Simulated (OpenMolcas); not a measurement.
# RuO4 (ruthenium tetroxide) at 6 levels

We compute a comparison of 6 runs (BHLYP/def2-SVP, M06-2X/def2-SVP, PBE/def2-SVP, SVWN5/def2-SVP, r2SCAN/def2-SVP, MP2/def2-SVP) of RuO4 (ruthenium tetroxide). 

The results are computed with OpenMolcas 26.06.

## Step 1: The structure to begin with

RuO4 has 5 atoms, charge 0, and is taken as a singlet. SMILES: `[O]=[Ru](=[O])(=[O])=[O]`. The coordinates come from a PBE0-D4/def2-TZVP relaxation.

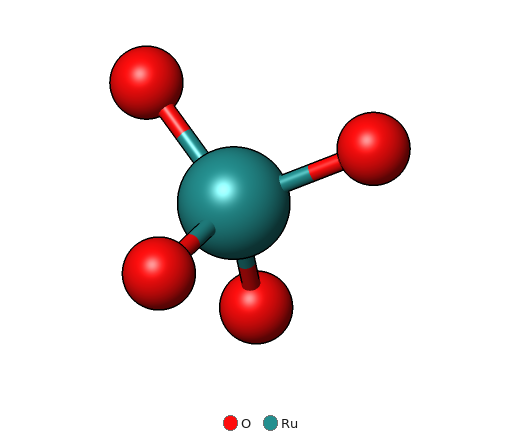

Viewed from a chosen angle; oxygen red, ruthenium teal.

## Step 2: Energy and gradient at BHLYP/def2-SVP (core potential) (run 1)

The input, mol.xyz:

```xyz
5

O     -0.839900    -0.286700     1.406400
Ru     0.000000     0.000000     0.000000
O      1.399200    -0.898800    -0.003100
O     -0.938400    -0.430700    -1.303700
O      0.379100     1.616200    -0.099600
```

The input, run.input:

```
&GATEWAY
  BASLIB = $CurrDir
  COORD = mol.xyz
  BASIS = def2-SVP
  GROUP = NoSym

&SEWARD
  GRIDINPUT
  Grid=UltraFine
  End of Grid

&SCF
  KSDFT = HYB_GGA_XC_BHANDHLYP
  THRESHOLDS = 1e-10 1e-07 1e-07 1e-05
  PRORBITALS = 1 1

&ALASKA
```

The basis set def2-SVP is read from a file made from the Basis Set Exchange's data (not shown).

The run is started by

```
$ export MOLCAS_MEM=1860
$ pymolcas run.input > run.log
```

Output:

```text
--- Start Module: gateway ---
[...]
--- Stop Module: gateway /rc=_RC_ALL_IS_WELL_ ---
[...]
      Basis functions           87
[...]
--- Start Module: scf ---
[...]
       Convergence after  16 Iterations
[...]
::    Total KS-DFT energy                            -395.0659212899
[...]
      Total spin, S                                     0.0000000000
[...]
      Total electronic charge=   48.000000
      Total            charge=   -0.000000
[...]
      Dipole Moment (debye):
      Origin of the operator (angstrom)=    0.0000   -0.0000    0.0000
                   X=  3.8170E-05               Y= -1.3622E-04               Z=  1.6845E-04           Total=  2.1997E-04
      Quadrupole Moment (debye*angstrom):
[...]
--- Stop Module: scf /rc=_RC_ALL_IS_WELL_ ---
[...]
--- Start Module: alaska ---
[...]
 *              Molecular gradients               *
 **************************************************
  Irreducible representation: a
 ------------------------------------------------------------------------------------------
                              X                       Y                       Z
 ------------------------------------------------------------------------------------------
  O1               -9.53896822588263E-03   -3.25650742202876E-03    1.59729572304244E-02
  RU2               1.04980418554584E-05   -1.86647935432889E-05    3.00151440484588E-05
  O3                1.58946312134987E-02   -1.02130513506253E-02   -3.45426020338449E-05
  O4               -1.06793686494626E-02   -4.90869192227095E-03   -1.48400753127547E-02
  O5                4.31320762004184E-03    1.83969154885375E-02   -1.12835445968695E-03
 ------------------------------------------------------------------------------------------
--- Stop Module: alaska /rc=_RC_ALL_IS_WELL_ ---
[...]
```

Run time: 29 s. Hardware: 1 thread of Intel Xeon Platinum 8259CL at 2.50GHz (Skylake/Cascade Lake), shared host; peak memory 0.48 GiB.

## Step 3: Energy and forces at M06-2X/def2-SVP (core potential) (run 2)

The input, test.input:

```
&GATEWAY
 BasLib=$CurrDir
 Coord
 5
 angstrom
 O       -0.839900      -0.286700       1.406400
 Ru       0.000000       0.000000       0.000000
 O        1.399200      -0.898800      -0.003100
 O       -0.938400      -0.430700      -1.303700
 O        0.379100       1.616200      -0.099600
 Basis=def2-SVP
 Group=NoSym

&SEWARD
 GridInput
 Grid=UltraFine
 End of Grid

&SCF
 KSDFT=M062X
 Thresholds=1e-10 1e-07 1e-07 1e-05
 PrOrbitals=1 1

&ALASKA
```

The basis set def2-SVP is read from a file made from the Basis Set Exchange's data (not shown).

The run is started by

```
$ export MOLCAS_MEM=1860
$ pymolcas test.input > test.log
```

Output:

```text
--- Start Module: gateway ---
[...]
--- Stop Module: gateway /rc=_RC_ALL_IS_WELL_ ---
[...]
      Basis functions           87
[...]
--- Start Module: scf ---
[...]
       Convergence after  16 Iterations
[...]
::    Total KS-DFT energy                            -395.1320337149
[...]
      Total spin, S                                     0.0000000000
[...]
      Total electronic charge=   48.000000
      Total            charge=   -0.000000
[...]
      Dipole Moment (debye):
      Origin of the operator (angstrom)=    0.0000   -0.0000    0.0000
                   X= -4.0509E-05               Y= -1.4933E-04               Z=  1.9016E-04           Total=  2.4516E-04
      Quadrupole Moment (debye*angstrom):
[...]
--- Stop Module: scf /rc=_RC_ALL_IS_WELL_ ---
[...]
--- Start Module: alaska ---
[...]
 *              Molecular gradients               *
 **************************************************
  Irreducible representation: a
 ------------------------------------------------------------------------------------------
                              X                       Y                       Z
 ------------------------------------------------------------------------------------------
  O1               -7.32093448746696E-03   -2.54064369228502E-03    1.22732551238123E-02
  RU2               1.96171014128858E-05    7.79414541208578E-05    2.23453272983351E-05
  O3                1.22101256458080E-02   -7.80059384903709E-03   -9.91038716098569E-06
  O4               -8.24918410400599E-03   -3.81339454259955E-03   -1.14171912885794E-02
  O5                3.34037584410574E-03    1.40766906297678E-02   -8.68498775419058E-04
 ------------------------------------------------------------------------------------------
--- Stop Module: alaska /rc=_RC_ALL_IS_WELL_ ---
[...]
```

Wall time 37 s (1 thread of Intel Xeon Platinum 8259CL at 2.50GHz (Skylake/Cascade Lake), shared host); peak memory 0.48 GiB.

Runs 3 to 5 aren't shown in full; the table further down has their settings and results.

## Step 4: The energy at MP2/def2-SVP (core potential) (run 6)

The input, run.input:

```
>>> EXPORT MOLCAS_PRINT=2
&GATEWAY
BasLib = $CurrDir
Coord
5
angstrom
O       -0.839900      -0.286700       1.406400
Ru       0.000000       0.000000       0.000000
O        1.399200      -0.898800      -0.003100
O       -0.938400      -0.430700      -1.303700
O        0.379100       1.616200      -0.099600
Basis = def2-SVP
Group = NoSym
&SEWARD
&SCF
Thresholds = 1e-10 1e-07 1e-07 1e-05
PrOrbitals = 1 1
&MBPT2
Frozen = 4
```

The basis set def2-SVP is read from a file made from the Basis Set Exchange's data (not shown).

The run is started by

```
$ export MOLCAS_MEM=1860
$ pymolcas run.input > run.log
```

Output:

```text
--- Start Module: gateway ---
[...]
--- Stop Module: gateway /rc=_RC_ALL_IS_WELL_ ---
[...]
      Basis functions           87
[...]
--- Start Module: scf ---
[...]
       Convergence after  15 Iterations
[...]
::    Total SCF energy                               -392.9132928049
[...]
      Total spin, S                                     0.0000000000
[...]
      Total electronic charge=   48.000000
      Total            charge=   -0.000000
[...]
      Dipole Moment (debye):
      Origin of the operator (angstrom)=    0.0000   -0.0000    0.0000
                   X=  4.8204E-05               Y= -1.7032E-04               Z=  2.0777E-04           Total=  2.7295E-04
      Quadrupole Moment (debye*angstrom):
[...]
--- Stop Module: scf /rc=_RC_ALL_IS_WELL_ ---
[...]
--- Start Module: mbpt2 ---
[...]
WARNING!
Default frozen orbitals as non valence orbitals is overwritten by user input.
Default values:   4
[...]
       Reference weight ( Cref**2 )         =        0.58985
::    Total MBPT2 energy                             -394.4943902185
[...]
      Total MBPT2 calculations                           0.44      0.50
--- Stop Module: mbpt2 /rc=_RC_ALL_IS_WELL_ ---
[...]
```

Wall time 9.6 s (1 thread of Intel Xeon Platinum 8259CL at 2.50GHz (Skylake/Cascade Lake), shared host); peak memory 0.48 GiB.

## Step 5: The series

```csv
run,level,task,integration grid,energy (Eh),dipole moment (D) of the reference,HOMO energy (eV),LUMO energy (eV),wall time
1,BHLYP/def2-SVP (core potential),gradient,UltraFine,-395.065921,0.00,-12.01,-4.56,29 s
2,M06-2X/def2-SVP (core potential),gradient,UltraFine,-395.132034,0.00,-11.98,-4.37,37 s
3,PBE/def2-SVP (core potential),gradient,UltraFine,-395.288220,0.00,-8.81,-5.37,41 s
4,SVWN5/def2-SVP (core potential),gradient,UltraFine,-393.311253,0.00,-9.08,-5.58,29 s
5,r2SCAN/def2-SVP (core potential),gradient,UltraFine,-395.423691,0.00,-9.31,-5.67,44 s
6,MP2/def2-SVP (core potential),energy,–,-394.494390,0.00,-14.61,-2.66,9.6 s
```

## Step 6: Results

| quantity | value |
| --- | --- |
| run 6: total energy | -394.49439 Eh |
| run 6: dipole moment (mean-field density) | 0.00 D |
| run 6: HOMO energy (Hartree–Fock orbitals) | -14.61 eV |
| run 6: LUMO energy (Hartree–Fock orbitals) | -2.66 eV |
| run 6: HOMO–LUMO gap (Hartree–Fock orbitals) | 11.95 eV |
| run 6: correlation energy (4 core orbitals frozen) | -1581.1 mEh |

Over runs 1, 2, 3, 4, 5 the HOMO–LUMO gap runs from 3.44 eV (PBE/def2-SVP) to 7.61 eV (M06-2X/def2-SVP). Totals of different functionals can't be ranked against each other. All runs together took 3.2 min, the longest 44 s.
